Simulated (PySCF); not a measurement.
**C4H8BrFSi: density, localisation and related maps**

```xyz
15

C     2.2606   -0.2777    0.1890
C     0.9980   -0.4903    0.5108
C    -0.1703   -0.1456   -0.3611
C    -1.2222   -1.2556   -0.3447
Si   -0.9166    1.5110    0.1911
F    -2.1575    1.8609   -0.7683
Br    0.5443    3.1233   -0.1339
H     2.5416    0.1587   -0.7557
H     3.0664   -0.5243    0.8580
H     0.7425   -0.9221    1.4705
H     0.1917   -0.0257   -1.3903
H    -2.0696   -0.9943   -0.9755
H    -1.5872   -1.4303    0.6661
H    -0.7936   -2.1855   -0.7153
H    -1.4325    1.6056    1.5376
```

Geometry: GFN2-xTB.

Level of theory: PySCF, B3LYP/def2-SVPD, SCF density, gas phase.

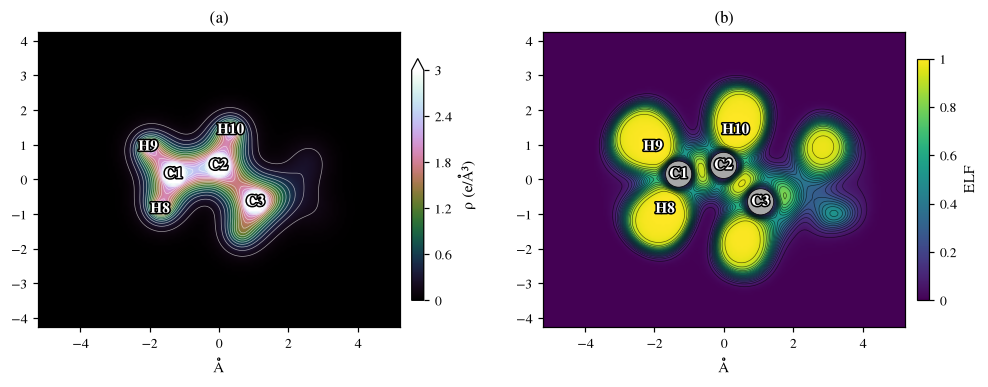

Figure 1. (a) total electron density; (b) electron localisation function on the plane of atoms C2, C1 and H9. Grey discs cover the atomic cores in the ELF map.

### Read the bonding off the picture.

- The section cuts through C and H sites.
- C–C (1.32 Å): the density is about 2.4 e/Å³ at the midpoint; the ELF peaks at about 0.95 between the atoms (a short, multiple covalent bond).
- C–H (1.08 Å): ρ is about 2 e/Å³ halfway; the ELF climbs to about 1 towards the hydrogen, as it does in any bond to H; a covalent bond by its length.
- C–C (1.50 Å): ρ at the midpoint is about 1.7 e/Å³; the ELF peaks at about 0.95 between the atoms; a shared electron pair.

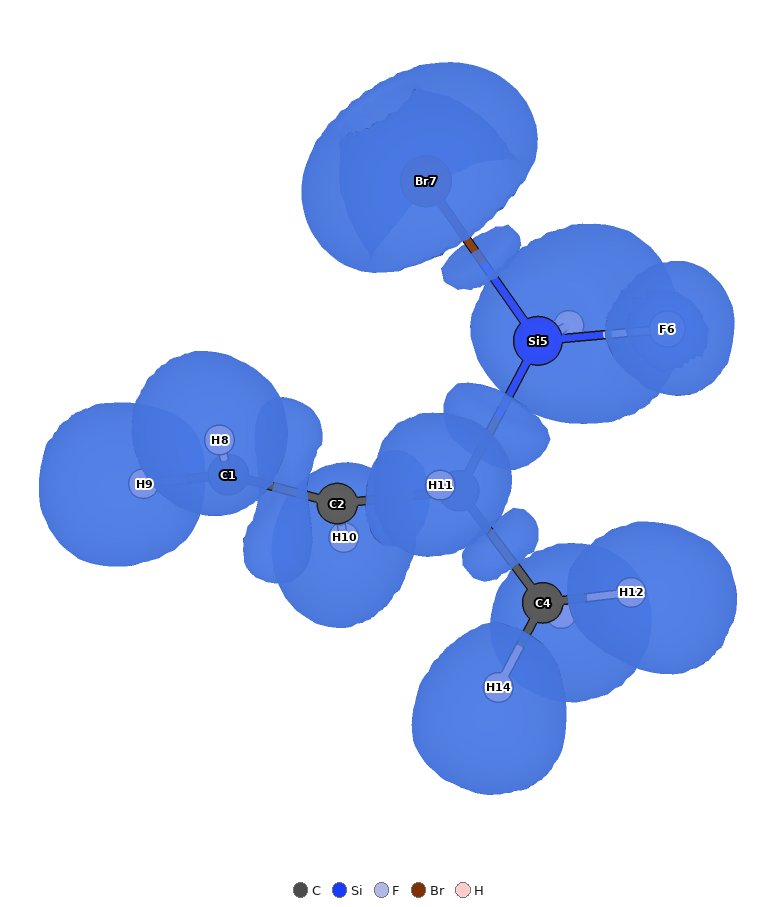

Figure 2. Isosurface of the ELF at 0.8 (blue), seen across its widest extent. Only the valence region is drawn (cores and ρ < 0.01 e/Å³ removed).

### What do the ELF domains correspond to?

The ELF exceeds this value in one region between bonded Br–Si atoms (shared pairs), three regions between bonded C–C atoms (shared pairs), one region between bonded C–Si atoms (shared pairs), eight regions around hydrogen nuclei, one ring or bowl of non-bonding electrons around Br and one region wrapped around F (its lone pairs, merged into a ring or cap).


 Si–F (1.61 Å): the ELF peaks at about 0.85 in the valence shell of F, 0.6 Å from its nucleus, and is about 0.50 at the midpoint.

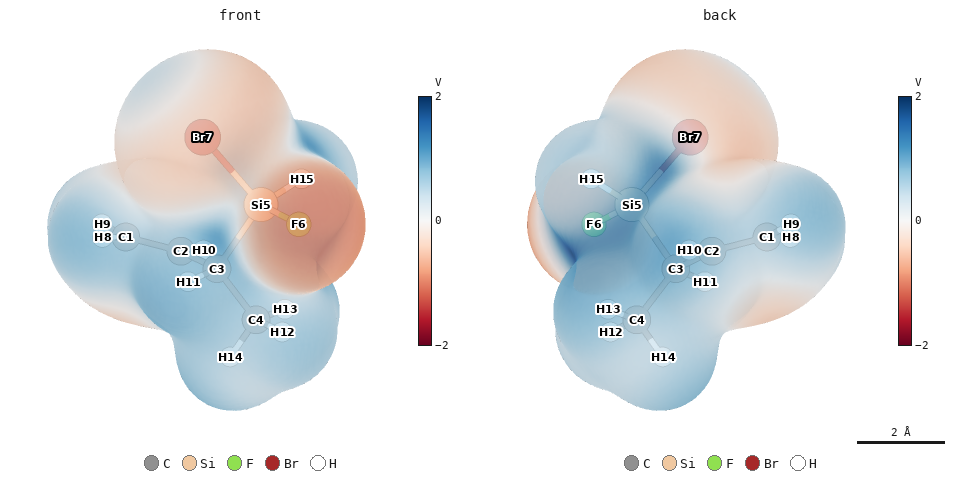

Figure 3. The molecular electrostatic potential painted on the density surface at 0.002 e/bohr³, seen from the front and from behind; the colour scale runs from red (negative) to blue (positive).

### Describe the electrostatic potential map.

The most negative region (about −1.0 V, or −23 kcal/mol for a unit charge) lies over F6, the most positive (about +1.5 V, or +35 kcal/mol for a unit charge) over Si5. Br7 shows a σ-hole: about +0.4 V, or +9 kcal/mol for a unit charge at the tip opposite its bond, against about −0.4 V, or −9 kcal/mol for a unit charge on its flanks.

### What dipole moment does the calculation give?

Its dipole moment is 2.29 D.
